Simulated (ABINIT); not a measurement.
# A GW chain in ABINIT: TiO2 (Pnma), part 2 of 3

Aim: the G0W0 gap of TiO2 (Pnma) on LDA, step by step.

ABINIT 10.8.3; LDA and many-body steps on it, plane waves. Known limits of the many-body steps: not at the basis limit; coarse k mesh.

So far. Step 2 (Ground state): The gap is indirect, with the least direct gap 0.20 eV higher.

## Step 3: Bands along the symmetry lines

Level of this step: DFT, LDA, plane waves, norm-conserving pseudopotentials (ABINIT).

The cheap functional maps the bands first; the places of the edges decide which points the dearer methods must see.

File run.abi:

```
acell 3*1.0 Angstrom
rprim 
  5.986834770000 0.000000000000 0.000000000000
  0.000000000000 3.772993030000 0.000000000000
  0.000000000000 0.000000000000 9.073150710000
ntypat 2
znucl 22 8
natom 12
typat 1 1 1 1 2 2 2 2 2 2 2 2
xred 
  0.487873190000 0.250000000000 0.864147280000
  0.512126810000 0.750000000000 0.135852720000
  0.987873190000 0.250000000000 0.635852720000
  0.012126810000 0.750000000000 0.364147280000
  0.462318310000 0.750000000000 0.918317800000
  0.736100800000 0.250000000000 0.754532560000
  0.263899200000 0.750000000000 0.245467440000
  0.537681690000 0.250000000000 0.081682200000
  0.962318310000 0.750000000000 0.581682200000
  0.236100800000 0.250000000000 0.745467440000
  0.763899200000 0.750000000000 0.254532560000
  0.037681690000 0.250000000000 0.418317800000
pp_dirpath "pseudos"
pseudos "Ti.upf, O.upf"
ecut 38
iscf -2
irdden 1
kptopt 0
nkpt 40
kpt 
  0.00000000 0.00000000 0.00000000
  0.16666667 0.00000000 0.00000000
  0.33333333 0.00000000 0.00000000
  0.50000000 0.00000000 0.00000000
  0.50000000 0.16666667 0.00000000
  0.50000000 0.33333333 0.00000000
  0.50000000 0.50000000 0.00000000
  0.33333333 0.50000000 0.00000000
  0.16666667 0.50000000 0.00000000
  0.00000000 0.50000000 0.00000000
  0.00000000 0.33333333 0.00000000
  0.00000000 0.16666667 0.00000000
  0.00000000 0.00000000 0.00000000
  0.00000000 0.00000000 0.16666667
  0.00000000 0.00000000 0.33333333
  0.00000000 0.00000000 0.50000000
  0.16666667 0.00000000 0.50000000
  0.33333333 0.00000000 0.50000000
  0.50000000 0.00000000 0.50000000
  0.50000000 0.16666667 0.50000000
  0.50000000 0.33333333 0.50000000
  0.50000000 0.50000000 0.50000000
  0.33333333 0.50000000 0.50000000
  0.16666667 0.50000000 0.50000000
  0.00000000 0.50000000 0.50000000
  0.00000000 0.33333333 0.50000000
  0.00000000 0.16666667 0.50000000
  0.00000000 0.00000000 0.50000000
  0.50000000 0.00000000 0.00000000
  0.50000000 0.00000000 0.16666667
  0.50000000 0.00000000 0.33333333
  0.50000000 0.00000000 0.50000000
  0.00000000 0.50000000 0.00000000
  0.00000000 0.50000000 0.16666667
  0.00000000 0.50000000 0.33333333
  0.00000000 0.50000000 0.50000000
  0.50000000 0.50000000 0.00000000
  0.50000000 0.50000000 0.16666667
  0.50000000 0.50000000 0.33333333
  0.50000000 0.50000000 0.50000000
istwfk *1
nband 63
nbdbuf 10
tolwfr 1e-07
nstep 50
prtwf 0
prtvol 0
indata_prefix "in"
outdata_prefix "out"
tmpdata_prefix "tmp"
```

The run is started by

```sh
$ OMP_NUM_THREADS=1 mpirun -n 8 abinit run.abi > log
```

Numbers of over 12 decimals in the logs are rounded to 6 here.

What it wrote:

```text
.Version 10.8.3 of ABINIT. v10.8.2 released Aug 2026.

 Symmetries : space group Pn m a (# 62); Bravais oP (primitive ortho.)
[... echo of the input left out ...]
== DATASET  1 ==================================================================
-   mpi_nproc: 8, omp_nthreads: 1 (-1 if OMP is not activated)

--- !DatasetInfo
iteration_state: {dtset: 1, }
dimensions: {natom: 12, nkpt: 40, mband: 63, nsppol: 1, nspinor: 1, nspden: 1, mpw: 15544, }
cutoff_energies: {ecut:  38.0, pawecutdg:  -1.0, }
electrons: {nelect:   9.60000000E+01, charge:   0.00000000E+00, occopt:   1.00000000E+00, tsmear:   1.00000000E-02, }

 Real(R)+Recip(G) space primitive vectors, cartesian coordinates (Bohr,Bohr^-1):
 R(1)= 11.3134781  0.0000000  0.0000000  G(1)=  0.0883901  0.0000000  0.0000000
 R(2)=  0.0000000  7.1299235  0.0000000  G(2)=  0.0000000  0.1402540  0.0000000
 R(3)=  0.0000000  0.0000000 17.1457699  G(3)=  0.0000000  0.0000000  0.0583234
 Unit cell volume ucvol=  1.3830504E+03 bohr^3
 Angles (23,13,12)=  9.00000000E+01  9.00000000E+01  9.00000000E+01 degrees

 getcut: wavevector=  0.0000  0.0000  0.0000  ngfft=  64  40  96
         ecut(hartree)=     38.000   => boxcut(ratio)=   2.01770

--- Pseudopotential description ------------------------------------------------
- Ti Generated using ONCVPSP code by D. R. Hamann
- 22.00000  12.00000  180309                  znucl, zion, pspdat
12 -1012 2 -1 1568                            pspcod,pspxc,lmax,lloc,mmax
     nproj     2     2     2
  pspatm : epsatm=   14.84363209
         --- l  ekb(1:nproj) -->
             0   11.277028    1.250396
             1    1.832338   -0.094357
             2   -5.297893   -1.508002
 pspatm: atomic psp has been read  and splines computed

- O Generated using ONCVPSP code by D. R. Hamann
-  8.00000   6.00000  201201                  znucl, zion, pspdat
12 -1012 2 -1 926                             pspcod,pspxc,lmax,lloc,mmax
     nproj     2     2     1
  pspatm : epsatm=    6.27558587
         --- l  ekb(1:nproj) -->
[...]
2   -1.033686
 pspatm: atomic psp has been read  and splines computed

--------------------------------------------------------------------------------

================================================================================
 prteigrs : about to open file out_EIG
 Non-SCF case, kpt    1 (  0.00000  0.00000  0.00000), residuals and eigenvalues=
  7.55E-08  5.98E-08  9.55E-08  6.16E-08  7.70E-08  4.78E-08  5.00E-08  8.03E-08
  6.18E-08  5.72E-08  4.54E-08  4.59E-08  9.00E-08  3.48E-08  3.34E-08  5.78E-08
  5.29E-08  6.89E-08  6.56E-08  7.04E-08  8.54E-08  5.64E-08  7.43E-08  8.23E-08
[...]
2.81E-06  5.41E-06  1.05E-04  8.25E-07  3.06E-05  3.33E-05  4.50E-04
 -2.0352E+00 -2.0350E+00 -2.0343E+00 -2.0341E+00 -1.1810E+00 -1.1806E+00
 -1.1802E+00 -1.1788E+00 -1.1770E+00 -1.1758E+00 -1.1747E+00 -1.1744E+00
[...]
--- !ResultsGS
iteration_state: {dtset: 1, }
comment   : Summary of ground state results
lattice_vectors:
- [ 11.3134781,   0.0000000,   0.0000000, ]
- [  0.0000000,   7.1299235,   0.0000000, ]
- [  0.0000000,   0.0000000,  17.1457699, ]
lattice_lengths: [  11.31348,    7.12992,   17.14577, ]
lattice_angles: [ 90.000,  90.000,  90.000, ] # degrees, (23, 13, 12)
lattice_volume:   1.3830504E+03
convergence: {deltae:  0.000E+00, res2:  0.000E+00, residm:  9.994E-08, diffor:  0.000E+00, }
etotal    :  -3.70145669E+02
entropy   :   0.00000000E+00
fermie    :  -6.74142205E-03
cartesian_stress_tensor: null
pressure_GPa: null
xred      :
- [  4.8787E-01,   2.5000E-01,   8.6415E-01, Ti]
- [  5.1213E-01,   7.5000E-01,   1.3585E-01, Ti]
- [  9.8787E-01,   2.5000E-01,   6.3585E-01, Ti]
- [  1.2127E-02,   7.5000E-01,   3.6415E-01, Ti]
- [  4.6232E-01,   7.5000E-01,   9.1832E-01,  O]
- [  7.3610E-01,   2.5000E-01,   7.5453E-01,  O]
- [  2.6390E-01,   7.5000E-01,   2.4547E-01,  O]
[...]
- [  7.6390E-01,   7.5000E-01,   2.5453E-01,  O]
- [  3.7682E-02,   2.5000E-01,   4.1832E-01,  O]
cartesian_forces: null
force_length_stats: {min: null, max: null, mean: null, }

 Integrated electronic density in atomic spheres:
 ------------------------------------------------
 Atom  Sphere_radius  Integrated_density
[...]
================================================================================

 ----iterations are completed or convergence reached----

 Mean square residual over all n,k,spin=   62.825E-09; max=  99.939E-09
 reduced coordinates (array xred) for   12 atoms
[...]
0.763899200000      0.750000000000      0.254532560000
       0.037681690000      0.250000000000      0.418317800000

 cartesian coordinates (angstrom) at end:
    1      2.920816     0.943248     7.840539
    2      3.066019     2.829745     1.232612
    3      5.914234     0.943248     5.769188
[...]
11      4.573338     2.829745     2.309412
   12      0.225594     0.943248     3.795460
 length scales=  1.889726125908  1.889726125908  1.889726125908 bohr
              =  1.000000000000  1.000000000000  1.000000000000 angstroms
 prteigrs : about to open file out_EIG
 Eigenvalues (hartree) for nkpt=  40  k points:
 kpt#   1, nband= 63, wtk=  1.00000, kpt=  0.0000  0.0000  0.0000 (reduced coord)
[...]
kpt#   2, nband= 63, wtk=  1.00000, kpt=  0.1667  0.0000  0.0000 (reduced coord)
[...]
kpt#   3, nband= 63, wtk=  1.00000, kpt=  0.3333  0.0000  0.0000 (reduced coord)
[...]
kpt#  39, nband= 63, wtk=  1.00000, kpt=  0.5000  0.5000  0.3333 (reduced coord)
[...]
0.18602    0.18602    0.18603    0.18680    0.19341    0.19341    0.19341
 kpt#  40, nband= 63, wtk=  1.00000, kpt=  0.5000  0.5000  0.5000 (reduced coord)
[...]
-0.06264   -0.06264   -0.06264   -0.06264   -0.01492   -0.01492   -0.01492   -0.01492
   0.12703    0.12703    0.12703    0.12703    0.16689    0.16689    0.16689    0.16700
   0.18569    0.18569    0.18569    0.18592    0.19386    0.19386    0.19386

== END DATASET(S) ==============================================================
================================================================================

 -outvars: echo values of variables after computation  --------
            nband          63
             nkpt          40
          spgroup          62
 [... the other variables as echoed above ...]

 Calculation completed.
```

Elapsed: 2.9 min, on 8 MPI ranks of Arm Neoverse V2, shared host; peak memory 1.4 GiB.

Numbers from this step:

```
gap                        : 2.881 eV
k of the valence top       : 0, 0.3333, 0
k of the conduction bottom : 0, 0, 0
least direct gap           : 3.115 eV
```

The gap is 2.881 eV, −0.038 eV from the run before at this level.

Electronic bands along the path, in eV, zero at the top of the highest filled band:

```
    point  band 45  band 46  band 47  band 48  band 49  band 50  band 51  band 52
        Γ    -0.50    -0.50    -0.24    -0.23     2.88     2.99     3.52     3.76
        X    -0.58    -0.58    -0.41    -0.41     3.40     3.40     3.42     3.42
        S    -0.43    -0.43    -0.43    -0.43     3.66     3.66     3.66     3.66
        Y    -0.52    -0.52    -0.16    -0.16     3.43     3.43     3.45     3.45
        Γ    -0.50    -0.50    -0.24    -0.23     2.88     2.99     3.52     3.76
        Z    -0.62    -0.62    -0.22    -0.22     2.93     2.93     3.62     3.62
        U    -0.59    -0.59    -0.43    -0.43     3.33     3.33     3.51     3.51
        R    -0.26    -0.26    -0.26    -0.26     3.60     3.60     3.60     3.60
        T    -0.61    -0.61    -0.04    -0.04     3.14     3.14     3.75     3.75
        Z    -0.62    -0.62    -0.22    -0.22     2.93     2.93     3.62     3.62
jump to X    -0.58    -0.58    -0.41    -0.41     3.40     3.40     3.42     3.42
        U    -0.59    -0.59    -0.43    -0.43     3.33     3.33     3.51     3.51
jump to Y    -0.52    -0.52    -0.16    -0.16     3.43     3.43     3.45     3.45
        T    -0.61    -0.61    -0.04    -0.04     3.14     3.14     3.75     3.75
jump to S    -0.43    -0.43    -0.43    -0.43     3.66     3.66     3.66     3.66
        R    -0.26    -0.26    -0.26    -0.26     3.60     3.60     3.60     3.60
```

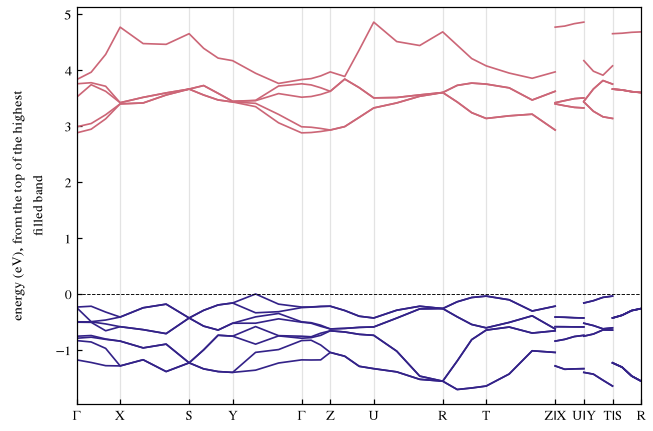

Electronic bands along the path; lines of filled and empty bands in two colours.

## Step 4: Empty states on the mesh, 2×4×1 mesh, 458 bands

The sums over transitions need many empty states on a uniform mesh; this step solves for them.

File run.abi:

```
acell 3*1.0 Angstrom
rprim 
  5.986834770000 0.000000000000 0.000000000000
  0.000000000000 3.772993030000 0.000000000000
  0.000000000000 0.000000000000 9.073150710000
ntypat 2
znucl 22 8
natom 12
typat 1 1 1 1 2 2 2 2 2 2 2 2
xred 
  0.487873190000 0.250000000000 0.864147280000
  0.512126810000 0.750000000000 0.135852720000
  0.987873190000 0.250000000000 0.635852720000
  0.012126810000 0.750000000000 0.364147280000
  0.462318310000 0.750000000000 0.918317800000
  0.736100800000 0.250000000000 0.754532560000
  0.263899200000 0.750000000000 0.245467440000
  0.537681690000 0.250000000000 0.081682200000
  0.962318310000 0.750000000000 0.581682200000
  0.236100800000 0.250000000000 0.745467440000
  0.763899200000 0.750000000000 0.254532560000
  0.037681690000 0.250000000000 0.418317800000
pp_dirpath "pseudos"
pseudos "Ti.upf, O.upf"
ecut 38
ngkpt 2 4 1
nshiftk 1
shiftk 0 0 0
kptopt 1
chksymbreak 0
iscf -2
irdden 1
istwfk *1
nband 458
nbdbuf 40
tolwfr 1e-09
nstep 60
prtvol 0
indata_prefix "in"
outdata_prefix "out"
tmpdata_prefix "tmp"
```

The run is started by

```sh
$ OMP_NUM_THREADS=1 mpirun -n 6 abinit run.abi > log
```

What it wrote:

```text
.Version 10.8.3 of ABINIT. v10.8.2 released Aug 2026.

 Symmetries : space group Pn m a (# 62); Bravais oP (primitive ortho.)
[... echo of the input left out ...]
== DATASET  1 ==================================================================
-   mpi_nproc: 6, omp_nthreads: 1 (-1 if OMP is not activated)

--- !DatasetInfo
iteration_state: {dtset: 1, }
dimensions: {natom: 12, nkpt: 6, mband: 458, nsppol: 1, nspinor: 1, nspden: 1, mpw: 15496, }
cutoff_energies: {ecut:  38.0, pawecutdg:  -1.0, }
electrons: {nelect:   9.60000000E+01, charge:   0.00000000E+00, occopt:   1.00000000E+00, tsmear:   1.00000000E-02, }

 Real(R)+Recip(G) space primitive vectors, cartesian coordinates (Bohr,Bohr^-1):
 R(1)= 11.3134781  0.0000000  0.0000000  G(1)=  0.0883901  0.0000000  0.0000000
 R(2)=  0.0000000  7.1299235  0.0000000  G(2)=  0.0000000  0.1402540  0.0000000
 R(3)=  0.0000000  0.0000000 17.1457699  G(3)=  0.0000000  0.0000000  0.0583234
 Unit cell volume ucvol=  1.3830504E+03 bohr^3
 Angles (23,13,12)=  9.00000000E+01  9.00000000E+01  9.00000000E+01 degrees

 getcut: wavevector=  0.0000  0.0000  0.0000  ngfft=  64  40  96
         ecut(hartree)=     38.000   => boxcut(ratio)=   2.01770

--- Pseudopotential description ------------------------------------------------
- Ti Generated using ONCVPSP code by D. R. Hamann
- 22.00000  12.00000  180309                  znucl, zion, pspdat
12 -1012 2 -1 1568                            pspcod,pspxc,lmax,lloc,mmax
     nproj     2     2     2
  pspatm : epsatm=   14.84363209
         --- l  ekb(1:nproj) -->
             0   11.277028    1.250396
             1    1.832338   -0.094357
             2   -5.297893   -1.508002
 pspatm: atomic psp has been read  and splines computed

- O Generated using ONCVPSP code by D. R. Hamann
-  8.00000   6.00000  201201                  znucl, zion, pspdat
12 -1012 2 -1 926                             pspcod,pspxc,lmax,lloc,mmax
     nproj     2     2     1
  pspatm : epsatm=    6.27558587
         --- l  ekb(1:nproj) -->
[...]
2   -1.033686
 pspatm: atomic psp has been read  and splines computed

--------------------------------------------------------------------------------

================================================================================
 prteigrs : about to open file out_EIG
 Non-SCF case, kpt    1 (  0.00000  0.00000  0.00000), residuals and eigenvalues=
  2.00E-10  2.14E-10  2.18E-10  1.84E-10  2.51E-10  2.32E-10  2.40E-10  2.82E-10
  2.71E-10  2.19E-10  2.41E-10  2.70E-10  2.36E-10  1.94E-10  2.72E-10  2.13E-10
  2.22E-10  2.33E-10  2.62E-10  3.03E-10  3.53E-10  3.35E-10  3.95E-10  4.09E-10
[...]
1.29E-03  1.30E-03
 -2.0352E+00 -2.0350E+00 -2.0343E+00 -2.0341E+00 -1.1810E+00 -1.1806E+00
 -1.1802E+00 -1.1788E+00 -1.1770E+00 -1.1758E+00 -1.1747E+00 -1.1744E+00
 -1.1737E+00 -1.1722E+00 -1.1717E+00 -1.1715E+00 -6.1345E-01 -6.0657E-01
[...]
3.1449E+00  3.1567E+00  3.1668E+00  3.1747E+00  3.1776E+00  3.1791E+00
  3.1854E+00  3.1940E+00  3.1963E+00  3.2016E+00  3.2167E+00  3.2191E+00
  3.2330E+00  3.2525E+00
 prteigrs : prtvol=0 or 1, do not print more k-points.

--- !ResultsGS
iteration_state: {dtset: 1, }
comment   : Summary of ground state results
lattice_vectors:
- [ 11.3134781,   0.0000000,   0.0000000, ]
- [  0.0000000,   7.1299235,   0.0000000, ]
- [  0.0000000,   0.0000000,  17.1457699, ]
lattice_lengths: [  11.31348,    7.12992,   17.14577, ]
lattice_angles: [ 90.000,  90.000,  90.000, ] # degrees, (23, 13, 12)
lattice_volume:   1.3830504E+03
convergence: {deltae:  0.000E+00, res2:  0.000E+00, residm:  9.981E-10, diffor:  0.000E+00, }
etotal    :  -3.70145669E+02
entropy   :   0.00000000E+00
fermie    :  -6.74142205E-03
cartesian_stress_tensor: null
pressure_GPa: null
xred      :
- [  4.8787E-01,   2.5000E-01,   8.6415E-01, Ti]
- [  5.1213E-01,   7.5000E-01,   1.3585E-01, Ti]
- [  9.8787E-01,   2.5000E-01,   6.3585E-01, Ti]
- [  1.2127E-02,   7.5000E-01,   3.6415E-01, Ti]
- [  4.6232E-01,   7.5000E-01,   9.1832E-01,  O]
- [  7.3610E-01,   2.5000E-01,   7.5453E-01,  O]
- [  2.6390E-01,   7.5000E-01,   2.4547E-01,  O]
[...]
- [  7.6390E-01,   7.5000E-01,   2.5453E-01,  O]
- [  3.7682E-02,   2.5000E-01,   4.1832E-01,  O]
cartesian_forces: null
force_length_stats: {min: null, max: null, mean: null, }

 Integrated electronic density in atomic spheres:
 ------------------------------------------------
 Atom  Sphere_radius  Integrated_density
[...]
================================================================================

 ----iterations are completed or convergence reached----

 Mean square residual over all n,k,spin=   39.787E-11; max=  99.809E-11
 reduced coordinates (array xred) for   12 atoms
[...]
0.763899200000      0.750000000000      0.254532560000
       0.037681690000      0.250000000000      0.418317800000

 cartesian coordinates (angstrom) at end:
    1      2.920816     0.943248     7.840539
    2      3.066019     2.829745     1.232612
    3      5.914234     0.943248     5.769188
[...]
11      4.573338     2.829745     2.309412
   12      0.225594     0.943248     3.795460
 length scales=  1.889726125908  1.889726125908  1.889726125908 bohr
              =  1.000000000000  1.000000000000  1.000000000000 angstroms
 prteigrs : about to open file out_EIG
 Eigenvalues (hartree) for nkpt=   6  k points:
 kpt#   1, nband=458, wtk=  0.12500, kpt=  0.0000  0.0000  0.0000 (reduced coord)
[...]
3.10941    3.12854    3.13180    3.13530    3.14491    3.15666    3.16682    3.17473
   3.17756    3.17907    3.18542    3.19399    3.19629    3.20159    3.21671    3.21906
   3.23300    3.25250
 prteigrs : prtvol=0 or 1, do not print more k-points.

== END DATASET(S) ==============================================================
================================================================================

 -outvars: echo values of variables after computation  --------
            nband         458
             nkpt           6
          spgroup          62
 [... the other variables as echoed above ...]

 Calculation completed.
```

It took 7.1 min on 6 MPI ranks; peak memory 1.4 GiB.

Numbers from this step:

| Item | Value |
| --- | --- |
| gap | 2.920 eV |
| k of the valence top | 0, 0.25, 0 |
| k of the conduction bottom | 0, 0, 0 |
| least direct gap | 3.115 eV |
| k points computed | 6 |
| lowest point of the top converged band, above the valence top | 80.8292 eV |

On this mesh the gap is 2.920 eV.

(Part 2 of 3 ends here.)

[Paths, hosts, dates, memory and timing lines, banners, echoed tables and standing remarks are left out of the program output.]

[Logs are printed without paths, hosts, clocks, repeated set-up lines and the standing remarks that a program may print on its own settings, such as how far it seeks lower states.]

[Runs of the session that timed out or met a known fault of the program may be left out.]

[Hosts, paths, dates, database ids (printed as entryN), source tags and the programs' standing remarks are cut or masked in the printed files.]

[G0W0 gaps are taken among the corrected bands and points alone; a level outside them can change the order at an edge.]

[Where Ansatz stands beside ABINIT at settings called matched, ABINIT's density can come from a denser mesh and the files from another edition; pairs whose starting gaps differed by over 0.03 eV were left out, so agreement reads better than it is.]
